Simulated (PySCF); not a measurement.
## A study: H7N3Si, SMILES `N[SiH](N)N`

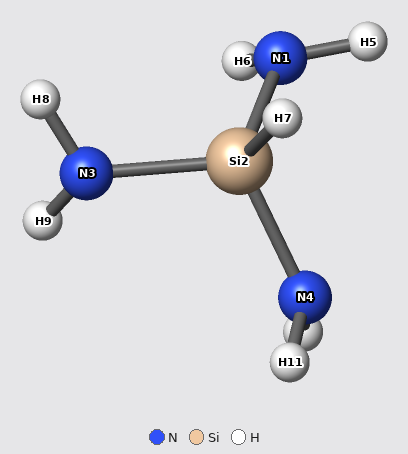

The molecule, with its atoms numbered as below. No frequency check shows the geometry to be a minimum.

Coordinates in Å:

```
N1      -0.4851    1.5798    0.1719
Si2     -0.0003   -0.0000   -0.3453
N3       1.6110   -0.3696    0.1716
N4      -1.1254   -1.2102    0.1720
H5      -1.3917    1.9060   -0.1188
H6      -0.3241    1.8514    1.1288
H7      -0.0019    0.0001   -1.8026
H8       2.3467    0.2524   -0.1194
H9       1.7659   -0.6447    1.1285
H10     -1.4408   -1.2067    1.1290
H11     -0.9545   -2.1584   -0.1189
```

Part 1: Bonding charge

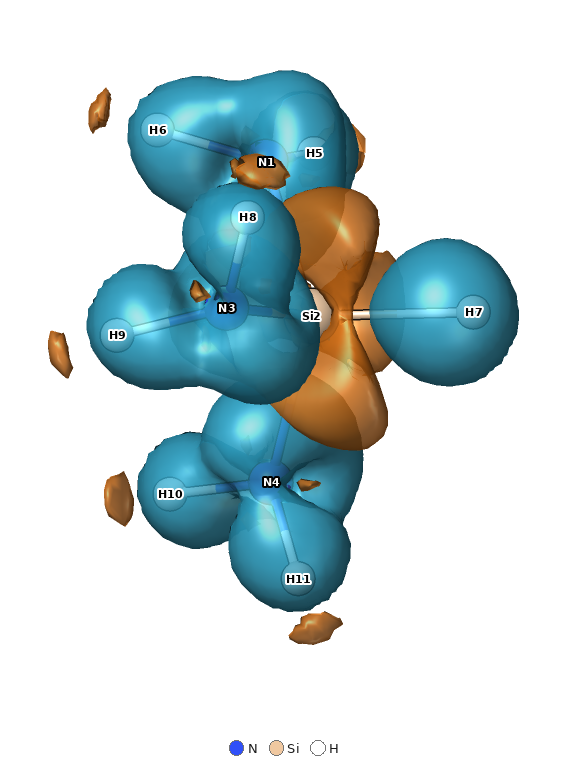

Deformation density (molecule less spherical, spin-averaged free atoms at the same positions), surfaces at ±0.08 e/Å³; light blue: gain, orange: loss.

Computed with PySCF, PBE0/def2-TZVP, geometry: GFN2-xTB.

> Describe the bonding that the map shows.

N3–H8, N1–H5 and N4–H11: +0.82 e/Å³ at the bond critical point (bond length 1.01 Å, Mayer order 0.9). N1–H6, N3–H9 and N4–H10: +0.81 e/Å³ at the bond critical point (bond length 1.01 Å, Mayer order 0.9). Si2–H7: +0.25 e/Å³ at the bond critical point (bond length 1.46 Å, Mayer order 0.9). Si2–N4, N1–Si2 and Si2–N3: +0.15 e/Å³ at the bond critical point (bond length 1.73 Å, Mayer order 1.2). In all, 2.5 electrons gather in the regions of gain relative to the promolecule.

Part 2: Bond critical points

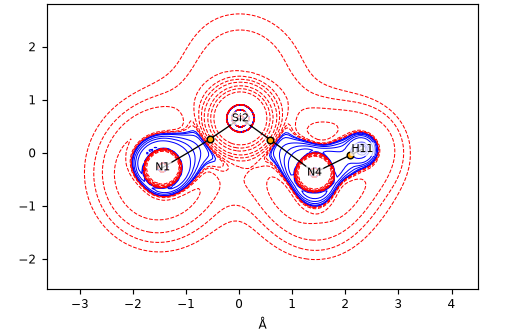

Negative Laplacian of the density (−∇²ρ) in the plane of N1, Si2, N4 and H11 (solid blue lines positive, dashed red lines negative, contours at ±0.02 to ±8 a.u.), with bond paths and bond critical points (dots).

> Sort the bonds in the plane by the sign of ∇²ρ at their critical points.

Concentrated (∇²ρ < 0): N4–H11 (−1.66 a.u.). Depleted (∇²ρ > 0): Si2–N4 and N1–Si2 (+0.54 a.u., H = −0.061). A positive Laplacian with clearly negative H marks a strongly polar covalent bond, whose critical point lies close to the core of the less electronegative atom.

> Where along N4–H11 does the critical point lie?

0.74 Å from N4 and 0.27 Å from H11.

Part 3: Electrostatic potential

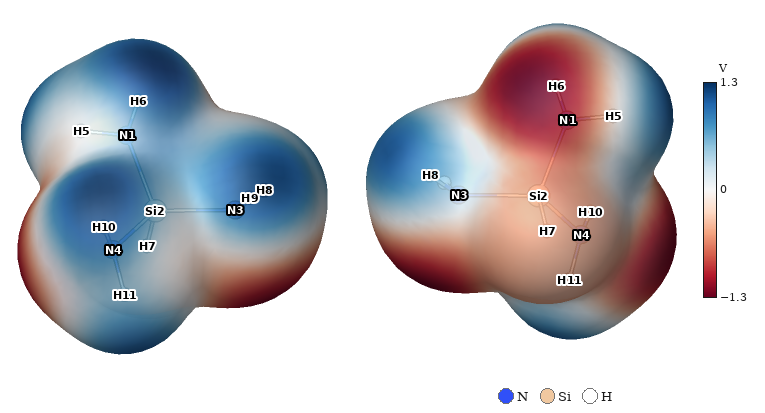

Electrostatic potential on the surface of electron density 0.001 a.u. (back view left, front view right).

> Where are the extremes of the potential on the surface?

Highest: 1.26 V, 1.3 Å from H9, and at like points elsewhere. Further maxima include 1.09 V, 1.3 Å from H11, and at like points elsewhere. Lowest: −1.28 V, 2.0 Å from N1, and at like points elsewhere. The surface is sampled at points, so like sites can differ by a few per cent and only the strongest of them is named.

> What volume does the surface enclose, and what is the dipole moment?

About 108 Å³; the dipole moment is 2.3 D.

Part 4: In an electric field

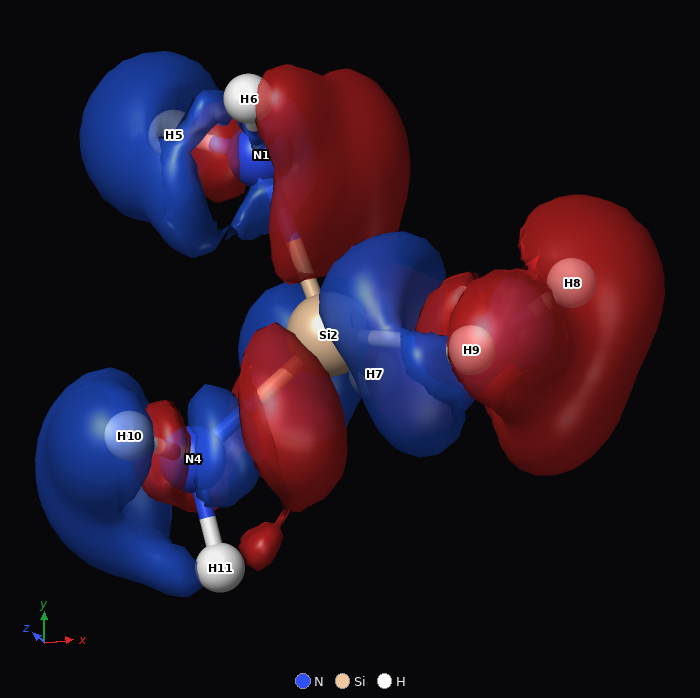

Change of the electron density in a uniform field of 0.21 V/Å, surfaces at ±0.0015 e/Å³ (blue: gain, red: loss).

Level of theory: PBE0/def2-TZVP (PySCF), at a geometry from GFN2-xTB. A basis without diffuse functions makes polarisabilities too small.

> Along which Cartesian direction does the field point?

Along +x: electrons gather on the −x side, against the field.

> How large is the response?

The induced dipole is 0.50 D (along the field); α along this axis, from the fields in both directions, is 49 bohr³ (7.3 Å³).

> Which atoms gain and lose the most charge?

Electrons gather most on H5 (Hirshfeld charge changes by −0.007 e) and leave H8 most (+0.008 e); 0.048 electrons are displaced in all.

Part 5: Removing or adding an electron

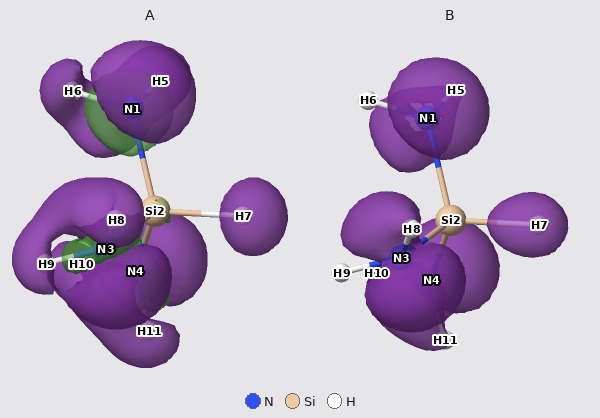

The Fukui function f⁻ from two separate SCF calculations and the density of the HOMO, at ±0.02 e/Å³ (purple positive, green negative).

Level of theory: PBE0/def2-TZVP (PySCF), at a geometry from GFN2-xTB.

> Which panel is which, and how good is the frozen-orbital picture?

A is f⁻ (it has negative regions), B the HOMO density. The HOMO lies on N1, N3 and N4 (24 % each) and Si2 (10 %); f⁻ (Hirshfeld-condensed) is largest on N1, N3 and N4 (0.15 each) and Si2 (0.11); the vertical ionisation energy is 9.19 eV (the stability of the cation's solution wasn't checked). Relaxation shifts 27 % of the electron between atoms. The orbital energy is −7.14 eV.
